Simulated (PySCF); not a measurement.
# BCNF2 (SMILES N#CB(F)F): HF/aug-cc-pVDZ

What is the vertical ionisation energy of BCNF2 at HF/aug-cc-pVDZ? Input form: a Python script.

The results are computed with PySCF 2.14.0.

**1. The molecule**

The species is BCNF2 (5 atoms), meant as a singlet with charge 0. As SMILES, `N#CB(F)F`. Geometry: relaxed at PBE0-D4/def2-TZVP.

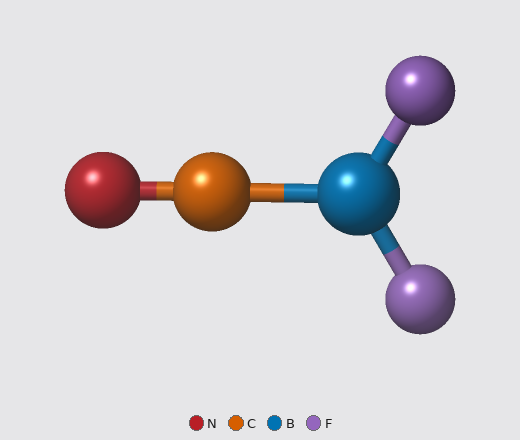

Viewed from a chosen angle; nitrogen red, carbon orange, boron blue, fluorine purple.

**2. A single-point energy at HF/aug-cc-pVDZ**

The input, run.py:

```python
# N#CB(F)F
from pyscf import gto

mol = gto.M(
    atom='''
N   -0.715100   1.789700   0.801000
C   -0.319400   0.804800   0.359300
B    0.212000  -0.517400  -0.233800
F    1.451200  -0.872800  -0.026200
F   -0.578700  -1.277900  -0.941900
''',
    charge=0,
    max_memory=1860,
    basis='aug-cc-pvdz',
    verbose=4,
)

mf = mol.RHF()
mf.conv_tol = 1e-10
mf.kernel()
if not mf.converged:
    mf = mf.newton().run(mf.mo_coeff, mf.mo_occ)

energy = mf.e_tot
print('E = %.10f Eh' % energy)
```

On the command line:

```console
$ OMP_NUM_THREADS=1 python run.py
```

Output:

```text
PySCF version 2.14.0

[INPUT] num. atoms = 5
[INPUT] num. electrons = 36
[INPUT] charge = 0
[INPUT] spin (= nelec alpha-beta = 2S) = 0
[INPUT] symmetry False subgroup None
[INPUT] Mole.unit = angstrom
[INPUT] Symbol           X                Y                Z      unit          X                Y                Z       unit  Magmom
[INPUT]  1 N     -0.715100000000   1.789700000000   0.801000000000 AA   -1.351343151676   3.382042845134   1.513670625777 Bohr   0.0
[INPUT]  2 C     -0.319400000000   0.804800000000   0.359300000000 AA   -0.603578524186   1.520851585050   0.678978596556 Bohr   0.0
[INPUT]  3 B      0.212000000000  -0.517400000000  -0.233800000000 AA    0.400621938408  -0.977744296850  -0.441817967923 Bohr   0.0
[INPUT]  4 F      1.451200000000  -0.872800000000  -0.026200000000 AA    2.742370551969  -1.649352961520  -0.049510824464 Bohr   0.0
[INPUT]  5 F     -0.578700000000  -1.277900000000  -0.941900000000 AA   -1.093584508286  -2.414881014582  -1.779933036728 Bohr   0.0

nuclear repulsion = 133.93405488415
number of shells = 40
number of NR pGTOs = 175
number of NR cGTOs = 115
basis = aug-cc-pvdz
ecp = {}

******** <class 'pyscf.scf.hf.RHF'> ********
method = RHF
initial guess = minao
damping factor = 0
level_shift factor = 0
DIIS = <class 'pyscf.scf.diis.CDIIS'>
diis_start_cycle = 1
diis_space = 8
diis_damp = 0
SCF conv_tol = 1e-10
SCF conv_tol_grad = None
SCF max_cycles = 50
direct_scf = True
direct_scf_tol = 1e-13
Set gradient conv threshold to 1e-05
Initial guess from minao.
init E= -316.676541014067
  HOMO = -0.40321139450466  LUMO = -0.00739361669174166  gap/eV = 10.77075
cycle= 1 E= -315.90937300802  delta_E= 0.767  |g|= 0.718  |ddm|= 2.97
  HOMO = -0.536065599060735  LUMO = -0.0094653290546578  gap/eV = 14.32952
cycle= 2 E= -315.981761830933  delta_E= -0.0724  |g|= 0.527  |ddm|= 1.03
  HOMO = -0.528141824366257  LUMO = 0.0316026856082701  gap/eV = 15.23142
cycle= 3 E= -316.033826973148  delta_E= -0.0521  |g|= 0.0845  |ddm|= 0.46
  HOMO = -0.508923437174395  LUMO = 0.0387519254199748  gap/eV = 14.90301
cycle= 4 E= -316.035735249244  delta_E= -0.00191  |g|= 0.0363  |ddm|= 0.0935
  HOMO = -0.512588943916869  LUMO = 0.0394864649970935  gap/eV = 15.02274
cycle= 5 E= -316.036051924923  delta_E= -0.000317  |g|= 0.00783  |ddm|= 0.0462
  HOMO = -0.513393188726499  LUMO = 0.0390742789808895  gap/eV = 15.03341
cycle= 6 E= -316.036076942595  delta_E= -2.5e-05  |g|= 0.00289  |ddm|= 0.0098
  HOMO = -0.513337310845867  LUMO = 0.0391713764355929  gap/eV = 15.03453
cycle= 7 E= -316.036083577204  delta_E= -6.63e-06  |g|= 0.00109  |ddm|= 0.00648
  HOMO = -0.513540796929854  LUMO = 0.0392269682890408  gap/eV = 15.04158
cycle= 8 E= -316.03608535798  delta_E= -1.78e-06  |g|= 0.000495  |ddm|= 0.00269
  HOMO = -0.513542128278104  LUMO = 0.0392461732786395  gap/eV = 15.04214
cycle= 9 E= -316.036085839693  delta_E= -4.82e-07  |g|= 0.000171  |ddm|= 0.00161
  HOMO = -0.513595662350201  LUMO = 0.0392460050142461  gap/eV = 15.04359
cycle= 10 E= -316.036085876779  delta_E= -3.71e-08  |g|= 4.17e-05  |ddm|= 0.000522
  HOMO = -0.513594094576158  LUMO = 0.0392455669599588  gap/eV = 15.04353
cycle= 11 E= -316.036085877952  delta_E= -1.17e-09  |g|= 5.51e-06  |ddm|= 0.000112
  HOMO = -0.513594248989702  LUMO = 0.0392455768899595  gap/eV = 15.04354
cycle= 12 E= -316.036085877964  delta_E= -1.26e-11  |g|= 1.15e-06  |ddm|= 1.27e-05
  HOMO = -0.513594130957798  LUMO = 0.0392456511878081  gap/eV = 15.04354
Extra cycle  E= -316.036085877965  delta_E= -1.14e-13  |g|= 7.47e-07  |ddm|= 2.25e-06
converged SCF energy = -316.036085877965
E = -316.0360858780 Eh
```

Wall time 2.6 s (1 thread of Intel Xeon Platinum 8488C (Sapphire Rapids), shared host); peak memory 0.29 GiB.

**3. The doublet cation**

The input, calc.py:

```python
from pyscf import gto

mol = gto.Mole()
mol.atom = '''
N     -0.715100     1.789700     0.801000
C     -0.319400     0.804800     0.359300
B      0.212000    -0.517400    -0.233800
F      1.451200    -0.872800    -0.026200
F     -0.578700    -1.277900    -0.941900
'''
mol.spin = 1
mol.charge = 1
mol.verbose = 3
mol.basis = 'aug-cc-pvdz'
mol.max_memory = 1860
mol.build()

hf = mol.UHF()
hf.conv_tol = 1e-10
hf.kernel()
if not hf.converged:
    hf = hf.newton().run(hf.mo_coeff, hf.mo_occ)

e_tot = hf.e_tot
print('Final energy', e_tot)
```

On the command line:

```console
$ OMP_NUM_THREADS=1 python calc.py
```

Output:

```text
converged SCF energy = -315.585685983137  <S^2> = 0.76133215  2S+1 = 2.0113002
Final energy -315.58568598313667
```

It took 4.5 s on 1 thread of Intel Xeon Platinum 8488C (Sapphire Rapids), shared host; peak memory 0.29 GiB.

**4. Summary of results**

At HF/aug-cc-pVDZ:

| quantity | value |
| --- | --- |
| singlet BCNF2: total energy | -316.03609 Eh |
| singlet BCNF2: dipole moment | 1.83 D |
| singlet BCNF2: HOMO energy | -13.98 eV |
| singlet BCNF2: LUMO energy | 1.07 eV |
| singlet BCNF2: HOMO–LUMO gap | 15.04 eV |
| doublet cation: total energy | -315.58569 Eh |
| doublet cation: HOMO energy (highest over α and β) | -23.73 eV |
| doublet cation: LUMO energy (lowest over α and β) | -10.85 eV |
| doublet cation: ⟨S²⟩ | 0.761 |
| vertical ionisation energy (to the doublet cation) | 12.256 eV |

In words: Removing an electron at fixed nuclei costs 12.26 eV (1183 kJ/mol). −ε(HOMO) before ionisation, 13.98 eV, is 1.72 eV above this ionisation energy. Mulliken charges (singlet BCNF2) run from -0.51 on F4 to +1.40 on B3; in a basis this large or diffuse they mean little.
